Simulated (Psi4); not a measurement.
# SiCNCl2F (SMILES N#C[Si](F)(Cl)Cl): a chain of runs

Wanted: a geometry optimisation (BP86/def2-SVP), then vibrational wavenumbers of SiCNCl2F. 

The results are computed with Psi4 1.11.

### 1 Starting point

SiCNCl2F has 6 atoms, charge 0, and is taken as a singlet. As SMILES, `N#C[Si](F)(Cl)Cl`. The shape is that of a PBE0-D4/def2-TZVP optimisation. The run starts from this shape.

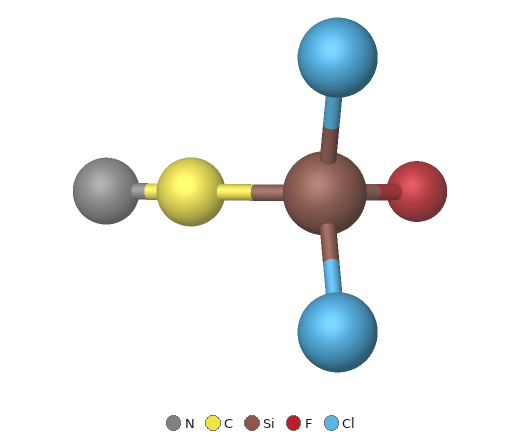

Viewed from a chosen angle; nitrogen grey, carbon yellow, silicon brown, fluorine red, chlorine blue.

### 2 A structure relaxation at BP86/def2-SVP (density fitting) (run 1)

job.dat reads:

```
memory 1.6 GB

molecule {
  0 1
  N      1.752600    -1.361000     1.114200
  C      0.923100    -0.763300     0.585900
  Si    -0.381900     0.210300    -0.249400
  F     -1.471500    -0.801900    -0.758800
  Cl     0.422900     1.177100    -1.812500
  Cl    -1.203100     1.474700     1.074300
}

set globals {
  basis def2-SVP
  geom_maxiter 60
}

optimize("bp86")
```

Started as:

```bash
$ psi4 job.dat job.out -n 1
```

job.out:

```text
Psi4 1.11 release

gradient() will perform analytic gradient computation.

   => Loading Basis Set <=

    Name: DEF2-SVP
    Role: ORBITAL
    Keyword: BASIS

         ---------------------------------------------------------
                                   SCF
                              RKS Reference
                        1 Threads,   1525 MiB Core
         ---------------------------------------------------------

  ==> Geometry <==

    Molecular point group: c1
    Full point group: C1

    Geometry (in Angstrom), charge = 0, multiplicity = 1:

       Center              X                  Y                   Z               Mass
    ------------   -----------------  -----------------  -----------------  -----------------
         N            1.964642225736    -1.746970121470     1.286149935892    14.003074004430
         C            1.135142225736    -1.149270121470     0.757849935892    12.000000000000
         SI          -0.169857774264    -0.175670121470    -0.077450064108    27.976926534650
         F           -1.259457774264    -1.187870121470    -0.586850064108    18.998403162730
         CL           0.634942225736     0.791129878530    -1.640550064108    34.968852682000
         CL          -0.991057774264     1.088729878530     1.246249935892    34.968852682000

  Running in c1 symmetry.

  Rotational constants: A =      0.06070  B =      0.05809  C =      0.04220 [cm^-1]
  Rotational constants: A =   1819.63643  B =   1741.47585  C =   1265.24251 [MHz]
  Nuclear repulsion =  414.637220120483050

  Charge       = 0
  Multiplicity = 1
  Electrons    = 70
  Nalpha       = 35
  Nbeta        = 35

  ==> Algorithm <==

  SCF Algorithm Type is DF.
  DIIS enabled.
  MOM disabled.
  Fractional occupation disabled.
  Guess Type is SAD.
  Energy threshold   = 1.00e-08
  Density threshold  = 1.00e-08
  Integral threshold = 1.00e-12

  ==> Primary Basis <==

  Basis Set: DEF2-SVP
    Blend: DEF2-SVP
    Number of shells: 42
    Number of basis functions: 96
    Number of Cartesian functions: 102
    Spherical Harmonics?: true
    Max angular momentum: 2

  ==> DFT Potential <==

   => LibXC <=

    Version 7.1.2

   => Composite Functional: BP86 <=

    BP86 GGA Exchange-Correlation Functional

    Deriv               =              1
    GGA                 =           TRUE
    Meta                =          FALSE

    Exchange Hybrid     =          FALSE
    MP2 Hybrid          =          FALSE

   => Exchange Functionals <=

    1.0000     XC_GGA_X_B88

   => Correlation Functionals <=

    1.0000     XC_GGA_C_P86

   => LibXC Density Thresholds  <==

    XC_GGA_C_P86:  1.00E-15
    XC_GGA_X_B88:  1.00E-15

   => Molecular Quadrature <=

    Radial Scheme          =       TREUTLER
    Pruning Scheme         =           NONE
    Nuclear Scheme         =       TREUTLER

    Blocking Scheme        =         OCTREE
    BS radius alpha        =              1
    Pruning alpha          =              1
    Radial Points          =             75
    Spherical Points       =            302
    Total Points           =         127517
    Total Blocks           =           1041
    Max Points             =            255
    Max Functions          =             89
    Weights Tolerance      =       1.00E-15

   => Loading Basis Set <=

    Name: (DEF2-SVP AUX)
    Role: JKFIT
    Keyword: DF_BASIS_SCF

  ==> Integral Setup <==

  DFHelper Memory: AOs need 0.045 GiB; user supplied 0.875 GiB.
  SCF_SUBTYPE=INCORE selected. In-core MEM_DF algorithm will be used.
  Using in-core AOs.

  ==> MemDFJK: Density-Fitted J/K Matrices <==

    J tasked:                   Yes
    K tasked:                    No
    wK tasked:                   No
    Memory [MiB]:               896
    Algorithm:                 Core
    Schwarz Cutoff:           1E-12
    Mask sparsity (%):       4.8828
    Fitting Condition:        1E-10

   => Auxiliary Basis Set <=

  Basis Set: (DEF2-SVP AUX)
    Blend: DEF2-UNIVERSAL-JKFIT
    Number of shells: 189
    Number of basis functions: 613
    Number of Cartesian functions: 740
    Spherical Harmonics?: true
    Max angular momentum: 4

  Cached 100.0% of DFT collocation blocks in 0.242 [GiB].

  Minimum eigenvalue in the overlap matrix is 3.9117973543E-03.
  Reciprocal condition number of the overlap matrix is 9.8750179720E-04.
    Using symmetric orthogonalization.

  ==> Pre-Iterations <==

  SCF Guess: Superposition of Atomic Densities via on-the-fly atomic UHF (no occupation information).

   -------------------------
    Irrep   Nso     Nmo
   -------------------------
     A         96      96
   -------------------------
    Total      96      96
   -------------------------

  ==> Iterations <==

                           Total Energy        Delta E     RMS |[F,P]|

[... 2 lines left out ...]
   @DF-RKS iter   2: -1401.68158974739299    4.31874e-01   1.17803e-02 ADIIS/DIIS
[... 2 lines left out ...]
   @DF-RKS iter   5: -1402.31577327894524   -6.08111e-03   5.61362e-04 ADIIS/DIIS
[... 2 lines left out ...]
   @DF-RKS iter   8: -1402.31691088661228   -5.01833e-06   8.42339e-06 DIIS
[... 2 lines left out ...]
   @DF-RKS iter  11: -1402.31691136564905    4.75166e-08   7.12176e-08 DIIS
[... 2 lines left out ...]
  Energy and wave function converged.
[... 36 lines left out ...]
    Nuclear Repulsion Energy =            414.6372201204830503
[... 2 lines left out ...]
    DFT Exchange-Correlation Energy =    -100.3525578447611650
[... 2 lines left out ...]
    Total Energy =                      -1402.3169113656765603
[... 16 lines left out ...]
 Dipole Z            :         -1.2412382            0.9091388           -0.3320995
[... 126 lines left out ...]
	Measures of convergence in internal coordinates in au.
[... 90 lines left out ...]
    Weights Tolerance      =       1.00E-15
[... 59 lines left out ...]
   @DF-RKS iter   1: -1402.31965634100720   -6.00633e-02   4.06103e-04 ADIIS/DIIS
[... 2 lines left out ...]
   @DF-RKS iter   4: -1402.32053281385288   -5.13384e-04   5.36052e-05 DIIS
[... 2 lines left out ...]
   @DF-RKS iter   7: -1402.32054597668252   -1.26884e-07   9.00282e-07 DIIS
[... 2 lines left out ...]
   @DF-RKS iter  10: -1402.32054598023797   -5.68434e-12   3.85019e-09 DIIS
[... 13 lines left out ...]
  @DF-RKS Final Energy: -1402.32054598023797
[... 5 lines left out ...]
    Two-Electron Energy =                1038.3971000169699437
[... 2 lines left out ...]
    VV10 Nonlocal Energy =                  0.0000000000000000
[... 16 lines left out ...]
 Dipole Y            :          1.2048860           -0.6005390            0.6043470
[... 94 lines left out ...]
	                                 ==> Convergence Check <==
[... 8 lines left out ...]
	  Convergence Criteria     1.00e-06 *    3.00e-04 *             o    1.20e-03 *             o
[... 105 lines left out ...]
   @DF-RKS iter   0: -1402.30607976392685   -1.40231e+03   3.85839e-04
[... 2 lines left out ...]
   @DF-RKS iter   3: -1402.32071907035993   -5.04535e-04   8.27931e-05 DIIS
[... 2 lines left out ...]
   @DF-RKS iter   6: -1402.32074818326259   -5.60419e-08   1.44940e-06 DIIS
[... 2 lines left out ...]
   @DF-RKS iter   9: -1402.32074819246850   -2.00089e-11   1.02830e-08 DIIS
[... 8 lines left out ...]
    Final Occupation by Irrep:
[... 10 lines left out ...]
    One-Electron Energy =               -2746.2697087714996087
[... 2 lines left out ...]
    Empirical Dispersion Energy =           0.0000000000000000
[... 16 lines left out ...]
 Dipole X            :         -1.9668145            1.5338339           -0.4329806
[... 45 lines left out ...]
    Weights Tolerance      =       1.00E-15
[... 56 lines left out ...]
	   Step    Total Energy     Delta E     Max Force     RMS Force      Max Disp      RMS Disp
[... 94 lines left out ...]
                           Total Energy        Delta E     RMS |[F,P]|
[... 3 lines left out ...]
   @DF-RKS iter   2: -1402.32073795130805    1.42624e-05   6.25775e-05 DIIS
[... 2 lines left out ...]
   @DF-RKS iter   5: -1402.32075497948858   -4.47749e-08   9.70559e-07 DIIS
[... 2 lines left out ...]
   @DF-RKS iter   8: -1402.32075498288032   -1.11413e-11   1.01583e-08 DIIS
[... 28 lines left out ...]
    Final Occupation by Irrep:
[... 5 lines left out ...]
  @DF-RKS Final Energy: -1402.32075498288145

   => Energetics <=

    Nuclear Repulsion Energy =            407.1885422813556943
    One-Electron Energy =               -2745.8718823629187682
    Two-Electron Energy =                1036.6426764287798505
    DFT Exchange-Correlation Energy =    -100.2800913300983296
    Empirical Dispersion Energy =           0.0000000000000000
    VV10 Nonlocal Energy =                  0.0000000000000000
    Total Energy =                      -1402.3207549828814535

Computation Completed

Properties will be evaluated at   0.000000,   0.000000,   0.000000 [a0]

Properties computed using the SCF density matrix

 Multipole Moments:

 ------------------------------------------------------------------------------------
     Multipole            Electronic (a.u.)      Nuclear  (a.u.)        Total (a.u.)
 ------------------------------------------------------------------------------------

 L = 1.  Multiply by 2.5417464519 to convert [e a0] to [Debye]
 Dipole X            :         -1.9624469            1.5352062           -0.4272408
 Dipole Y            :          1.1968807           -0.5998614            0.5970193
 Dipole Z            :         -1.2282507            0.9263613           -0.3018895
 Magnitude           :                                                    0.7937909

 ------------------------------------------------------------------------------------

	total time  =          4 seconds =       0.07 minutes

         ------------------------------------------------------------
                                   SCF GRAD
         ------------------------------------------------------------

  ==> Geometry <==

    Molecular point group: c1
    Full point group: C1

    Geometry (in Angstrom), charge = 0, multiplicity = 1:

       Center              X                  Y                   Z               Mass
    ------------   -----------------  -----------------  -----------------  -----------------
         N            1.993256279995    -1.769176198187     1.304562824372    14.003074004430
         C            1.147695656400    -1.158914558914     0.765822991572    12.000000000000
         SI          -0.168642345423    -0.177919119957    -0.076560147914    27.976926534650
         F           -1.293615091965    -1.214774727879    -0.603330510352    18.998403162730
         CL           0.651391700790     0.802562259817    -1.669041766898    34.968852682000
         CL          -1.005688355157     1.105915857102     1.272874014749    34.968852682000

  Nuclear repulsion =  407.188542281355694

   => Molecular Quadrature <=

    Radial Scheme          =       TREUTLER
    Pruning Scheme         =           NONE
    Nuclear Scheme         =       TREUTLER

    Blocking Scheme        =         OCTREE
    BS radius alpha        =              1
    Pruning alpha          =              1
    Radial Points          =             75
    Spherical Points       =            302
    Total Points           =         127616
    Total Blocks           =           1033
    Max Points             =            256
    Max Functions          =             89
    Weights Tolerance      =       1.00E-15

  -Total Gradient:
     Atom            X                  Y                   Z
    ------   -----------------  -----------------  -----------------
       1        0.000197718889    -0.000078109487     0.000116220353
       2       -0.000078868103     0.000065971471    -0.000047461947
       3       -0.000323942486     0.000068210438    -0.000188957516
       4        0.000201705817     0.000072923366     0.000103825302
       5       -0.000040795129    -0.000035408770     0.000088228475
       6        0.000050994409    -0.000056294243    -0.000074919028

	total time  =          2 seconds =       0.03 minutes

    			-----------------------------------------

    			 OPTKING 3.0: for geometry optimizations

    			        with contributions from

    			-----------------------------------------

	                            ===> Fragment 1 <==

	 Z (Atomic Numbers)          Masses                          Geom
	       7.000000            14.003074          3.76670847 -3.34325848  2.46526645
	       6.000000            12.000000          2.16883047 -2.19003112  1.44719571
	      14.000000            27.976927         -0.31868785 -0.33621841 -0.14467771
	       9.000000            18.998403         -2.44457824 -2.29559154 -1.14012943
	      17.000000            34.968853          1.23095191  1.51662287 -3.15403183
	      17.000000            34.968853         -1.90047556  2.08987809  2.40538328

	 - Coordinate -           - BOHR/RAD -       - ANG/DEG -
	 R(1,2)           =         2.218021           1.173726
	 R(2,3)           =         3.486894           1.845185
	 R(3,4)           =         3.057691           1.618061
[... 9 lines of this table left out ...]
	 B(5,3,6)         =         1.958531         112.215575

	        --- Internal Coordinate Step in ANG or DEG, aJ/ANG or AJ/DEG ---
	-------------------------------------------------------------------------------
	           Coordinate      Previous         Force          Change          New
	           ----------      --------        ------          ------        ------
	               R(1,2)       1.17373       -0.00196       -0.00011       1.17362
	               R(2,3)       1.84518       -0.00104       -0.00035       1.84483
	               R(3,4)       1.61806        0.00185        0.00032       1.61838
[... 9 lines of this table left out ...]
	             B(5,3,6)     112.21558        0.00000        0.00825     112.22383
	-------------------------------------------------------------------------------

	                                 ==> Convergence Check <==

	Measures of convergence in internal coordinates in au.

	Criteria marked as inactive (o), active & met (*), and active & unmet ( ).

	----------------------------------------------------------------------------------------------
	   Step    Total Energy     Delta E     Max Force     RMS Force      Max Disp      RMS Disp
	----------------------------------------------------------------------------------------------
	  Convergence Criteria     1.00e-06 *    3.00e-04 *             o    1.20e-03 *             o
	----------------------------------------------------------------------------------------------
	     4   -1402.32075498   -6.79e-06      2.38e-04 *    1.16e-04 o    6.62e-04 *    3.96e-04 o  ~
	----------------------------------------------------------------------------------------------

Next Geometry in Ang
	Fragment 1 (Ang)

	    N   1.9932568408  -1.7690922051   1.3045584114
	    C   1.1477969301  -1.1588631862   0.7658633227
	   Si  -0.1682878342  -0.1780398674  -0.0763485458
	    F  -1.2938832895  -1.2145212745  -0.6035038029
	   Cl   0.6514415943   0.8024009641  -1.6693277536
	   Cl  -1.0059263968   1.1058090812   1.2730857737

    Final optimized geometry and variables:
    Molecular point group: c1
    Full point group: C1

    Geometry (in Angstrom), charge = 0, multiplicity = 1:

    N            1.993256279995    -1.769176198187     1.304562824372
    C            1.147695656400    -1.158914558914     0.765822991572
    SI          -0.168642345423    -0.177919119957    -0.076560147914
    F           -1.293615091965    -1.214774727879    -0.603330510352
    CL           0.651391700790     0.802562259817    -1.669041766898
    CL          -1.005688355157     1.105915857102     1.272874014749

    Psi4 run time: 0:00:32.01

[set-up sections that repeat, and orbital energies of the middle runs, are left out above]
```

Standard output:

```text
Optimizer: Optimization complete!
```

Wall time 35 s (1 thread of AMD EPYC 7R43 (Zen 3), shared host); peak memory 0.58 GiB.

The path in brief:

```
step  energy from the first frame kept (eV)  largest force (eV/Å)
   0                                 0.0000                2.7730
   1                                -0.0989                0.4735
   2                                -0.1044                0.0937
   3                                -0.1046                0.0196
```

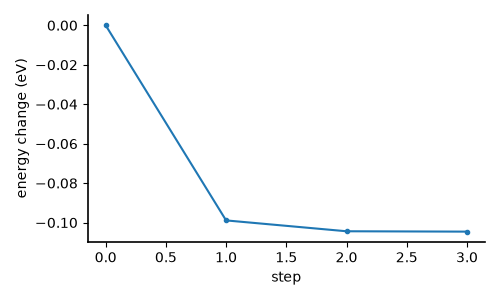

Energy along the run.

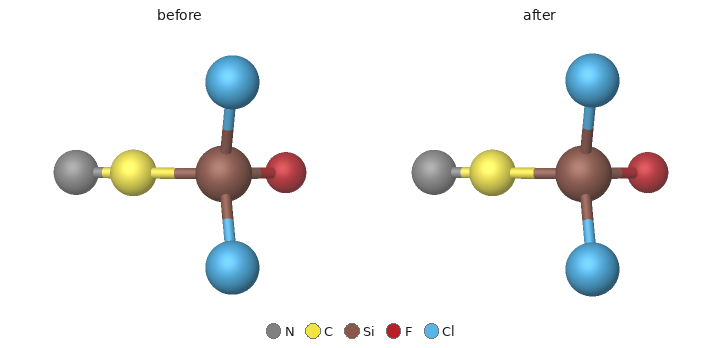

Before and after, at one scale.

After the run. Bond lengths: N1–C2 1.174 Å, C2–Si3 1.845 Å, Si3–F4 1.618 Å, Si3–Cl5 2.042 Å, Si3–Cl6 2.042 Å. Angles: N1–C2–Si3 179.2°, C2–Si3–F4 107.7°, C2–Si3–Cl5 109.0°, C2–Si3–Cl6 109.0°, F4–Si3–Cl5 109.5°, F4–Si3–Cl6 109.5°, Cl5–Si3–Cl6 112.2°.

### 3 Vibrational wavenumbers at BP86/def2-SVP (density fitting) (run 2)

ccl2fnsi.inp reads:

```
memory 1600 mb

molecule {
  0 1
  N      1.781214    -1.383206     1.132613
  C      0.935653    -0.772944     0.593873
  Si    -0.380685     0.208051    -0.248510
  F     -1.505657    -0.828805    -0.775280
  Cl     0.439349     1.188532    -1.840992
  Cl    -1.217731     1.491886     1.100924
  units angstrom
}

set basis def2-SVP
set t 298.15
set rotational_symmetry_number 1

energy_value, wavefunction = frequency("bp86", return_wfn=True)
print_variables()
```

Started as:

```bash
$ psi4 ccl2fnsi.inp ccl2fnsi.out -n 1
```

ccl2fnsi.out (excerpt; [...] marks lines left out):

```text
[...]
  Running in c1 symmetry.
[...]
  Nuclear repulsion =  407.188552734023688
[...]
  Multiplicity = 1
[...]
  Nalpha       = 35
  Nbeta        = 35
[...]
    Number of basis functions: 96
[...]
   @DF-RKS iter   1: -1402.12904006057033   -1.55511e-01   6.47580e-03 ADIIS/DIIS
[...]
   @DF-RKS iter  13: -1402.32075490635634   -1.13687e-12   3.20871e-09 DIIS
[...]
  @DF-RKS Final Energy: -1402.32075490635634
   => Energetics <=
    Nuclear Repulsion Energy =            407.2148260818802896
    One-Electron Energy =               -2745.9245112237686044
    Two-Electron Energy =                1036.6691708986604681
    DFT Exchange-Correlation Energy =    -100.2802406631284384
    Empirical Dispersion Energy =           0.0000000000000000
    VV10 Nonlocal Energy =                  0.0000000000000000
    Total Energy =                      -1402.3207549063563420
[...]
  -Total Gradient:
     Atom            X                  Y                   Z
    ------   -----------------  -----------------  -----------------
       1        0.000197944400    -0.000079095741     0.000117970168
       2       -0.000079288870     0.000071557175    -0.000053062878
       3       -0.000319407268     0.000145345574    -0.000206383490
       4        0.000201599293     0.000078412879     0.000106727706
       5       -0.000080027014    -0.000072919153     0.000168800335
       6        0.000087094968    -0.000106490607    -0.000138684539
[...]
  ==> Harmonic Vibrational Analysis <==
[...]
  Freq [cm^-1]                 40.9345             122.3951            176.1933
[...]
  IR activ [km/mol]             3.9938              3.1796              5.3014
[...]
  Freq [cm^-1]                 222.8899            256.5897            358.6302
[...]
  IR activ [km/mol]            11.2097             16.1730              2.0064
[...]
  Freq [cm^-1]                 366.9783            465.4363            643.3856
[...]
  IR activ [km/mol]             1.9284             10.1862             228.9368
[...]
  Freq [cm^-1]                 658.9484            917.8477           2241.4839
[...]
  IR activ [km/mol]            169.8618            132.5715            36.1333
[...]
  Total E_0, Enthalpy at 0 [K]                                                        -1402.30601134 [Eh]
[...]
  Total H, Enthalpy at  298.15 [K]                                                    -1402.29782169 [Eh]
[...]
  Total G, Gibbs energy at  298.15 [K]                                                -1402.33952111 [Eh]
[...]
```

The script printed:

```text
Warning: used thermodynamics relations inappropriate for low-frequency modes: ['40.9345' '122.3951' '176.1933' '222.8899' '256.5897' '358.6302'
 '366.9783' '465.4363']
```

Wall time 4.2 min (1 thread of AMD EPYC 7R43 (Zen 3), shared host); peak memory 0.58 GiB.

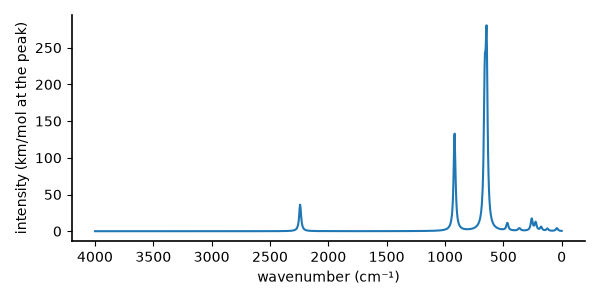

Harmonic infrared spectrum, unscaled, lines broadened by 10 cm⁻¹.

### 4 What came out

```
                                                                       quantity             value
                                  run 1, BP86/def2-SVP: total energy at the end    -1402.32075 Eh
                                            run 1, BP86/def2-SVP: dipole moment            2.02 D
                                              run 1, BP86/def2-SVP: HOMO energy          -8.67 eV
                                              run 1, BP86/def2-SVP: LUMO energy          -2.49 eV
                                            run 1, BP86/def2-SVP: HOMO–LUMO gap           6.18 eV
                               run 2, BP86/def2-SVP: lowest harmonic wavenumber           41 cm⁻¹
                              run 2, BP86/def2-SVP: highest harmonic wavenumber         2241 cm⁻¹
                                        run 2, BP86/def2-SVP: zero-point energy       38.7 kJ/mol
run 2, BP86/def2-SVP: ideal-gas entropy at 298.15 K (symmetry number 1 as used)  87.8 cal/(mol K)
```

**Reading.** The optimisation (run 1, BP86/def2-SVP) took 4 steps and changed the energy by -0.105 eV. All 12 modes (run 2, BP86/def2-SVP) are real, so the shape is a minimum at this level.
